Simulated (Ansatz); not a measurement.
CH12Si4: nudged elastic band

The run: nudged elastic band of CH12Si4. Method and program: RKS PBE0-D4/STO-3G (Ansatz 0.2.0).

It belongs to a series of runs on one base structure; here: band between the two ends.

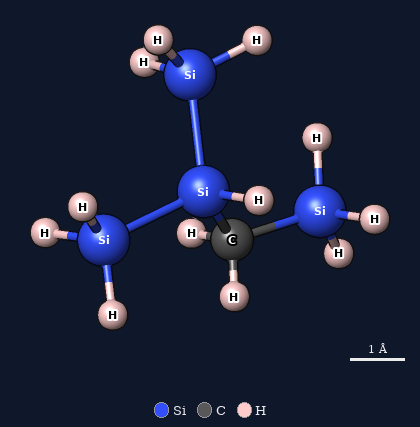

*The starting structure (ball-and-stick view, seen at a tilt).*

### Results in brief

| quantity | value |
| --- | --- |
| outcome | converged |
| barrier, forward | 0.026 eV |
| barrier, backward | 0.026 eV |
| hardware | 1 thread of an Arm (aarch64) CPU, shared host |
| wall time | 2.3 min |
| peak memory | 0.14 GiB |

### Notes

The order of the saddle point was not checked.

### The input
```yaml
crystal:
  periodic: [false, false, false]
  atoms:
    - { symbol: Si, position_ang: [-1.799311, 0.155057, -1.912297] }
    - { symbol: C, position_ang: [-1.118002, -0.690304, -0.389818] }
    - { symbol: Si, position_ang: [0.658832, -0.243262, 0.038339] }
    - { symbol: Si, position_ang: [0.859472, 1.94897, 0.489655] }
    - { symbol: Si, position_ang: [1.389415, -1.51127, 1.743399] }
    - { symbol: H, position_ang: [-3.141432, -0.297829, -2.192356] }
    - { symbol: H, position_ang: [-1.829753, 1.584854, -1.716801] }
    - { symbol: H, position_ang: [-0.968715, -0.131077, -3.057748] }
    - { symbol: H, position_ang: [-1.182063, -1.773941, -0.534105] }
    - { symbol: H, position_ang: [-1.764637, -0.459452, 0.463158] }
    - { symbol: H, position_ang: [1.471088, -0.54151, -1.121831] }
    - { symbol: H, position_ang: [2.175894, 2.248947, 1.001805] }
    - { symbol: H, position_ang: [-0.099337, 2.365269, 1.485894] }
    - { symbol: H, position_ang: [0.652159, 2.760988, -0.685979] }
    - { symbol: H, position_ang: [0.631728, -1.255132, 2.945157] }
    - { symbol: H, position_ang: [2.776545, -1.242073, 2.039635] }
    - { symbol: H, position_ang: [1.269019, -2.918435, 1.443892] }
basis:
  gaussian: { orbitals: STO-3G }
hamiltonian:
  xc: pbe0
  dispersion: d4
neb:
  order_check: false
  images: 7
  f_tol: 0.03
  max_iterations: 60
  initial_path: idpp
  final_atoms:
    - { symbol: Si, position_ang: [-1.86205251, 0.18264078, -1.8546999] }
    - { symbol: C, position_ang: [-1.17957722, -0.61887398, -0.30966265] }
    - { symbol: Si, position_ang: [0.64025818, -0.27719537, 0.02572058] }
    - { symbol: Si, position_ang: [1.00397505, 1.91144596, 0.38206221] }
    - { symbol: Si, position_ang: [1.36157013, -1.53042539, 1.74557737] }
    - { symbol: H, position_ang: [-3.24631661, -0.17870819, -2.04961056] }
    - { symbol: H, position_ang: [-1.7741512, 1.61940535, -1.75268333] }
    - { symbol: H, position_ang: [-1.10912993, -0.23934428, -3.01115107] }
    - { symbol: H, position_ang: [-1.32532172, -1.70160936, -0.38555525] }
    - { symbol: H, position_ang: [-1.77353728, -0.29364244, 0.55062728] }
    - { symbol: H, position_ang: [1.37848392, -0.66944671, -1.15564897] }
    - { symbol: H, position_ang: [2.3646806, 2.14297224, 0.80485864] }
    - { symbol: H, position_ang: [0.13541655, 2.42227861, 1.41570909] }
    - { symbol: H, position_ang: [0.77681041, 2.69502096, -0.80871697] }
    - { symbol: H, position_ang: [1.13559134, -2.93574683, 1.50351439] }
    - { symbol: H, position_ang: [0.67861489, -1.18386464, 2.96923502] }
    - { symbol: H, position_ang: [2.77558739, -1.34510671, 1.97042309] }
```

Launched with:
```bash
ansatz run input.yaml --threads 1 --pin off --max-ram 2048MiB --backend cpu --events-out ev --progress --plain --runs-dir out
```

### Output
```
Engine: ansatz 0.2.0, aarch64-unknown-linux-gnu
Functional definition: PBE0
  parameter a = 0.25
  parameter kappa = 0.804
  parameter beta = 0.06672455060314922
  exchange = (1 - a)*pbe_x(kappa = kappa, mu = beta*pi^2/3) + a*exact_x
  correlation = pbe_c(beta = beta)
701 factors; integrals over basis functions are off by at most 1.6e-5 eV
mean field evaluation 1: about -32350.5739 eV, gradient 2.2e1 eV
mean field evaluation 2: about -32351.4953 eV, gradient 1.5e1 eV
mean field evaluation 4: about -32352.2428 eV, gradient 3.2e-1 eV
mean field evaluation 8: about -32352.1916 eV, gradient 5.9e-3 eV
mean field -32352.19157400 eV, -1188.9211112415 hartree, gradient 2.1e-5 eV, S^2 0.000000; 0 other end points of the search recorded, 0 dependent functions left out
the calculation of the forces begins
reference -32352.19159562 eV, -1188.9211120358 hartree; 37, 37 occupied and 16, 16 virtual orbitals, 701 factors
701 factors; integrals over basis functions are off by at most 2.2e-5 eV
mean field evaluation 16: about -32352.2283 eV, gradient 2.3e0 eV
mean field -32352.19185767 eV, -1188.9211216660 hartree, gradient 2.1e-5 eV, S^2 0.000000; 0 other end points of the search recorded, 0 dependent functions left out
[... from here on the field's lines of each further geometry are left out, up to the last ...]
NEB iter   1: max|band force component| = 2.979e-1 eV/Å  barrier→ = 0.0663 eV  barrier← = 0.0662 eV  CI = image 4  Δτ_max = 0.1865 Å  (182 SCF iters)
NEB iter   2: max|band force component| = 2.831e-1 eV/Å  barrier→ = 0.0580 eV  barrier← = 0.0579 eV  CI = image 4  Δτ_max = 0.0740 Å  (142 SCF iters)
NEB iter   3: max|band force component| = 4.136e-2 eV/Å  barrier→ = 0.0262 eV  barrier← = 0.0260 eV  CI = image 4  Δτ_max = 0.0070 Å  (144 SCF iters)
the calculation of the forces begins
reference -32352.18826340 eV, -1188.9209895792 hartree; 37, 37 occupied and 16, 16 virtual orbitals, 701 factors
701 factors; integrals over basis functions are off by at most 2.5e-5 eV
mean field -32352.16614903 eV, -1188.9201768911 hartree, gradient 4.8e-5 eV, S^2 0.000000; 1 other end points of the search recorded, 0 dependent functions left out
the calculation of the forces begins
reference -32352.16617095 eV, -1188.9201776967 hartree; 37, 37 occupied and 16, 16 virtual orbitals, 701 factors
NEB iter   4: max|band force component| = 1.288e-2 eV/Å  barrier→ = 0.0259 eV  barrier← = 0.0257 eV  CI = image 4  Δτ_max = 0.0000 Å  (254 SCF iters)
```

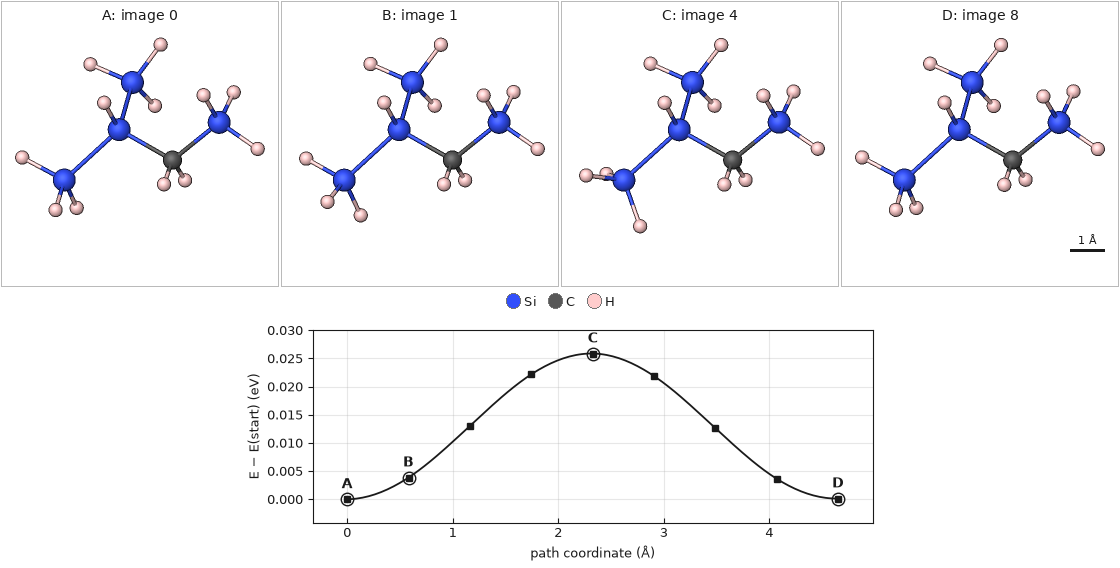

*Images of the last band (counted from 0; ball-and-stick, seen at a tilt) above the energy along the path; the line is a cubic interpolation that uses the forces.*

The highest image is number 4, 0.026 eV above the start and 0.026 eV above the end (the climbing image); start and end have the same energy. The path is 4.65 Å long. The band converged in 4 iterations.

```
Total energy: -32352.58623866 eV, -1188.9356149000 hartree
Atom 0 at    -1.971903     0.324010    -1.712839 Å, force     0.004832    -0.008252     0.012899 eV/Å
Atom 1 at    -1.262130    -0.499147    -0.190586 Å, force    -0.007546     0.004215    -0.012500 eV/Å
Atom 2 at     0.604112    -0.348096    -0.002835 Å, force     0.011017    -0.001931    -0.009695 eV/Å
Atom 3 at     1.222284     1.802629     0.205499 Å, force    -0.006684    -0.000763    -0.001826 eV/Å
Atom 4 at     1.332735    -1.607496     1.716552 Å, force     0.001364     0.001955    -0.003519 eV/Å
Atom 5 at    -3.396669     0.104655    -1.794029 Å, force    -0.000443     0.001181    -0.000856 eV/Å
Atom 6 at    -1.729584     1.745977    -1.671945 Å, force     0.000469    -0.000425     0.002602 eV/Å
Atom 7 at    -1.355575    -0.209330    -2.903689 Å, force    -0.000431     0.000324     0.000288 eV/Å
Atom 8 at    -1.527895    -1.561180    -0.213724 Å, force     0.000122    -0.001286     0.004337 eV/Å
Atom 9 at    -1.751262    -0.084704     0.696814 Å, force     0.000825    -0.001884     0.003591 eV/Å
Atom 10 at     1.197175    -0.863880    -1.218161 Å, force    -0.001919     0.002418     0.000473 eV/Å
Atom 11 at     2.627836     1.905544     0.517896 Å, force     0.000210    -0.001132     0.000707 eV/Å
Atom 12 at     0.491678     2.455719     1.265444 Å, force     0.001544    -0.001285     0.000966 eV/Å
Atom 13 at     0.988596     2.545411    -1.009956 Å, force     0.003127     0.003296     0.001520 eV/Å
Atom 14 at     0.234137    -2.233201     2.414274 Å, force    -0.000851     0.006975    -0.006046 eV/Å
Atom 15 at     2.064243    -0.820249     2.681031 Å, force    -0.004774    -0.000829     0.000338 eV/Å
Atom 16 at     2.213123    -2.656865     1.260252 Å, force    -0.000862    -0.002578     0.006720 eV/Å
Dipole moment:    -0.046427    -0.040542     0.016990 e Å
this run last wrote the band of iteration 4 to [file]
```

### The last band as extended XYZ (Å, eV, eV/Å)
```
17
Properties=species:S:1:pos:R:3:forces:R:3 image=0 energy=-32352.61208
Si   -1.7993    0.1551   -1.9123    0.0080   0.0015  -0.0017
C    -1.1180   -0.6903   -0.3898   -0.0053   0.0054  -0.0040
Si    0.6588   -0.2433    0.0383    0.0107  -0.0077   0.0017
Si    0.8595    1.9490    0.4897    0.0023   0.0105   0.0049
Si    1.3894   -1.5113    1.7434   -0.0068   0.0050   0.0040
H    -3.1414   -0.2978   -2.1924    0.0006   0.0016   0.0014
H    -1.8298    1.5849   -1.7168   -0.0003  -0.0092  -0.0017
H    -0.9687   -0.1311   -3.0577   -0.0077   0.0032   0.0098
H    -1.1821   -1.7739   -0.5341   -0.0002   0.0010   0.0015
H    -1.7646   -0.4595    0.4632    0.0020  -0.0032  -0.0074
H     1.4711   -0.5415   -1.1218   -0.0027   0.0049  -0.0005
H     2.1759    2.2489    1.0018   -0.0112  -0.0020  -0.0046
H    -0.0993    2.3653    1.4859    0.0080  -0.0027  -0.0103
H     0.6522    2.7610   -0.6860    0.0011  -0.0041   0.0073
H     0.6317   -1.2551    2.9452    0.0022  -0.0032   0.0028
H     2.7765   -1.2421    2.0396    0.0000   0.0008  -0.0020
H     1.2690   -2.9184    1.4439   -0.0005  -0.0016  -0.0013
17
Properties=species:S:1:pos:R:3:forces:R:3 image=1 energy=-32352.60823
Si   -1.8471    0.1923   -1.8625    0.0021  -0.0029   0.0042
C    -1.1575   -0.6466   -0.3404    0.0036   0.0028  -0.0060
Si    0.6490   -0.2685    0.0275   -0.0024  -0.0040  -0.0004
Si    0.9569    1.9225    0.4215   -0.0024  -0.0001   0.0021
Si    1.3740   -1.5378    1.7351    0.0001   0.0012  -0.0024
H    -3.2179   -0.2014   -2.0871    0.0002   0.0000   0.0003
H    -1.8029    1.6261   -1.7051    0.0002  -0.0004   0.0006
H    -1.0698   -0.1628   -3.0254   -0.0004   0.0007  -0.0007
H    -1.2733   -1.7293   -0.4563    0.0002  -0.0010  -0.0008
H    -1.7680   -0.3681    0.5247    0.0005  -0.0020   0.0001
H     1.4129   -0.6217   -1.1499    0.0012   0.0024   0.0008
H     2.3021    2.1768    0.8795   -0.0007   0.0003   0.0006
H     0.0532    2.4027    1.4395   -0.0007   0.0002   0.0007
H     0.7421    2.7155   -0.7653   -0.0002   0.0005   0.0007
H     0.4569   -1.4888    2.8489    0.0029   0.0072   0.0005
H     2.6608   -1.0903    2.2129    0.0021  -0.0038  -0.0039
H     1.5094   -2.9206    1.3426   -0.0064  -0.0012   0.0037
17
Properties=species:S:1:pos:R:3:forces:R:3 image=2 energy=-32352.59906
Si   -1.8907    0.2336   -1.8134    0.0037  -0.0050   0.0080
C    -1.1951   -0.5992   -0.2903    0.0013   0.0030  -0.0094
Si    0.6363   -0.2943    0.0182    0.0003  -0.0052  -0.0055
Si    1.0497    1.8895    0.3508   -0.0050  -0.0003   0.0024
Si    1.3592   -1.5640    1.7289    0.0015   0.0019  -0.0040
H    -3.2843   -0.1014   -1.9874    0.0002   0.0001  -0.0003
H    -1.7763    1.6672   -1.6950    0.0002  -0.0006   0.0011
H    -1.1662   -0.1861   -2.9887    0.0000   0.0005  -0.0006
H    -1.3626   -1.6779   -0.3759    0.0001  -0.0016  -0.0003
H    -1.7675   -0.2730    0.5840    0.0008  -0.0032   0.0014
H     1.3476   -0.7027   -1.1742    0.0010   0.0040   0.0008
H     2.4197    2.0962    0.7560   -0.0007   0.0000   0.0011
H     0.2030    2.4315    1.3866   -0.0002  -0.0002   0.0017
H     0.8266    2.6630   -0.8474    0.0007   0.0026   0.0021
H     0.3285   -1.7366    2.7250    0.0017   0.0122   0.0006
H     2.4994   -0.9682    2.3846    0.0032  -0.0041  -0.0050
H     1.7536   -2.8777    1.2783   -0.0089  -0.0042   0.0058
17
Properties=species:S:1:pos:R:3:forces:R:3 image=3 energy=-32352.58990
Si   -1.9317    0.2777   -1.7642    0.0047  -0.0069   0.0111
C    -1.2303   -0.5495   -0.2404   -0.0029   0.0030  -0.0115
Si    0.6210   -0.3210    0.0087    0.0056  -0.0047  -0.0093
Si    1.1380    1.8494    0.2787   -0.0063  -0.0003   0.0007
Si    1.3454   -1.5874    1.7236    0.0018   0.0022  -0.0042
H    -3.3430    0.0009   -1.8913   -0.0001   0.0005  -0.0008
H    -1.7513    1.7072   -1.6850    0.0002  -0.0006   0.0019
H    -1.2603   -0.2016   -2.9483    0.0000   0.0002  -0.0001
H    -1.4483   -1.6212   -0.2948   -0.0001  -0.0018   0.0016
H    -1.7626   -0.1775    0.6410    0.0008  -0.0031   0.0029
H     1.2752   -0.7838   -1.1966   -0.0002   0.0041   0.0007
H     2.5281    2.0056    0.6351   -0.0003  -0.0004   0.0012
H     0.3491    2.4493    1.3281    0.0007  -0.0008   0.0019
H     0.9083    2.6057   -0.9292    0.0022   0.0039   0.0024
H     0.2531   -1.9881    2.5787   -0.0003   0.0118  -0.0017
H     2.2980   -0.8769    2.5439    0.0007  -0.0021  -0.0032
H     1.9922   -2.7890    1.2520   -0.0064  -0.0051   0.0064
17
Properties=species:S:1:pos:R:3:forces:R:3 image=4 energy=-32352.58622
Si   -1.9719    0.3240   -1.7128    0.0048  -0.0083   0.0129
C    -1.2621   -0.4991   -0.1906   -0.0075   0.0042  -0.0125
Si    0.6041   -0.3481   -0.0028    0.0110  -0.0019  -0.0097
Si    1.2223    1.8026    0.2055   -0.0067  -0.0008  -0.0018
Si    1.3327   -1.6075    1.7166    0.0014   0.0020  -0.0035
H    -3.3967    0.1047   -1.7940   -0.0004   0.0012  -0.0009
H    -1.7296    1.7460   -1.6719    0.0005  -0.0004   0.0026
H    -1.3556   -0.2093   -2.9037   -0.0004   0.0003   0.0003
H    -1.5279   -1.5612   -0.2137    0.0001  -0.0013   0.0043
H    -1.7513   -0.0847    0.6968    0.0008  -0.0019   0.0036
H     1.1972   -0.8639   -1.2182   -0.0019   0.0024   0.0005
H     2.6278    1.9055    0.5179    0.0002  -0.0011   0.0007
H     0.4917    2.4557    1.2654    0.0015  -0.0013   0.0010
H     0.9886    2.5454   -1.0100    0.0031   0.0033   0.0015
H     0.2341   -2.2332    2.4143   -0.0009   0.0070  -0.0060
H     2.0642   -0.8202    2.6810   -0.0048  -0.0008   0.0003
H     2.2131   -2.6569    1.2603   -0.0009  -0.0026   0.0067
17
Properties=species:S:1:pos:R:3:forces:R:3 image=5 energy=-32352.59022
Si   -2.0115    0.3726   -1.6579    0.0047  -0.0078   0.0122
C    -1.2892   -0.4482   -0.1403   -0.0092   0.0035  -0.0108
Si    0.5869   -0.3751   -0.0164    0.0119   0.0012  -0.0062
Si    1.3019    1.7505    0.1312   -0.0043  -0.0010  -0.0035
Si    1.3210   -1.6258    1.7061    0.0001   0.0017  -0.0035
H    -3.4458    0.2109   -1.6919   -0.0007   0.0015  -0.0004
H    -1.7100    1.7837   -1.6552    0.0006  -0.0002   0.0029
H    -1.4542   -0.2101   -2.8548   -0.0010   0.0003   0.0006
H    -1.6005   -1.4981   -0.1314    0.0003  -0.0006   0.0057
H    -1.7312    0.0057    0.7524    0.0003  -0.0005   0.0035
H     1.1161   -0.9413   -1.2387   -0.0027   0.0003   0.0003
H     2.7190    1.7988    0.4014    0.0012  -0.0008   0.0000
H     0.6311    2.4513    1.2002    0.0020  -0.0012  -0.0003
H     1.0638    2.4826   -1.0898    0.0034   0.0014  -0.0003
H     0.2710   -2.4635    2.2361    0.0000   0.0009  -0.0095
H     1.8079   -0.8054    2.7899   -0.0100  -0.0005   0.0029
H     2.4046   -2.4888    1.2991    0.0035   0.0019   0.0063
17
Properties=species:S:1:pos:R:3:forces:R:3 image=6 energy=-32352.59947
Si   -2.0496    0.4227   -1.5998    0.0045  -0.0058   0.0093
C    -1.3106   -0.3965   -0.0896   -0.0073   0.0024  -0.0077
Si    0.5701   -0.4005   -0.0306    0.0075   0.0026  -0.0020
Si    1.3786    1.6947    0.0548   -0.0019  -0.0013  -0.0037
Si    1.3070   -1.6438    1.6936   -0.0004   0.0019  -0.0023
H    -3.4897    0.3212   -1.5831   -0.0006   0.0015   0.0002
H    -1.6896    1.8196   -1.6378    0.0006   0.0001   0.0024
H    -1.5578   -0.2074   -2.8013   -0.0013   0.0007   0.0003
H    -1.6645   -1.4319   -0.0472    0.0005   0.0001   0.0051
H    -1.7022    0.0941    0.8073   -0.0002   0.0005   0.0027
H     1.0343   -1.0139   -1.2564   -0.0020  -0.0011   0.0004
H     2.8045    1.6869    0.2799    0.0013  -0.0007  -0.0004
H     0.7728    2.4401    1.1324    0.0017  -0.0005  -0.0013
H     1.1329    2.4173   -1.1704    0.0025  -0.0008  -0.0015
H     0.3553   -2.6694    2.0504    0.0023  -0.0023  -0.0099
H     1.5360   -0.8373    2.8690   -0.0112  -0.0022   0.0029
H     2.5533   -2.2962    1.3688    0.0039   0.0051   0.0057
17
Properties=species:S:1:pos:R:3:forces:R:3 image=7 energy=-32352.60846
Si   -2.0841    0.4743   -1.5403    0.0036  -0.0032   0.0048
C    -1.3264   -0.3434   -0.0391   -0.0020   0.0012  -0.0039
Si    0.5536   -0.4237   -0.0434    0.0011   0.0015   0.0011
Si    1.4515    1.6364   -0.0239   -0.0001  -0.0010  -0.0024
Si    1.2902   -1.6625    1.6818   -0.0010   0.0015  -0.0007
H    -3.5258    0.4364   -1.4708   -0.0001   0.0010   0.0008
H    -1.6660    1.8530   -1.6228    0.0003   0.0003   0.0015
H    -1.6634   -0.2022   -2.7435   -0.0012   0.0011  -0.0004
H    -1.7203   -1.3622    0.0385    0.0002   0.0000   0.0025
H    -1.6655    0.1814    0.8598   -0.0006   0.0004   0.0013
H     0.9528   -1.0800   -1.2699   -0.0004  -0.0011   0.0005
H     2.8828    1.5713    0.1520    0.0008  -0.0002  -0.0003
H     0.9163    2.4247    1.0605    0.0006   0.0004  -0.0014
H     1.1937    2.3486   -1.2526    0.0010  -0.0018  -0.0015
H     0.4811   -2.8442    1.8657    0.0031  -0.0017  -0.0061
H     1.2580   -0.9169    2.9176   -0.0068  -0.0029   0.0008
H     2.6524   -2.0912    1.4704    0.0014   0.0045   0.0033
17
Properties=species:S:1:pos:R:3:forces:R:3 image=8 energy=-32352.61195
Si   -1.9841    0.3434   -1.6991   -0.0009   0.0002   0.0011
C    -1.2709   -0.4741   -0.1765   -0.0012  -0.0038   0.0014
Si    0.6001   -0.3565   -0.0135   -0.0005  -0.0021   0.0013
Si    1.2650    1.7799    0.1946   -0.0006   0.0019  -0.0001
Si    1.3109   -1.6192    1.7038   -0.0007  -0.0001  -0.0006
H    -3.4145    0.1560   -1.7578    0.0003   0.0011   0.0001
H    -1.7085    1.7598   -1.6811    0.0004   0.0002   0.0007
H    -1.3969   -0.2203   -2.8907   -0.0003   0.0010  -0.0010
H    -1.5571   -1.5311   -0.1824    0.0020   0.0022  -0.0015
H    -1.7398   -0.0391    0.7121    0.0008  -0.0001  -0.0007
H     1.1742   -0.8899   -1.2302    0.0007  -0.0007   0.0001
H     2.6764    1.8513    0.4889    0.0002   0.0001   0.0000
H     0.5636    2.4414    1.2689   -0.0007  -0.0002  -0.0014
H     1.0314    2.5357   -1.0128    0.0002  -0.0004  -0.0002
H     0.8902   -2.9925    1.5563    0.0001   0.0003   0.0005
H     0.7894   -1.1364    2.9603    0.0002   0.0004   0.0004
H     2.7514   -1.6087    1.7991    0.0000   0.0000   0.0001
```
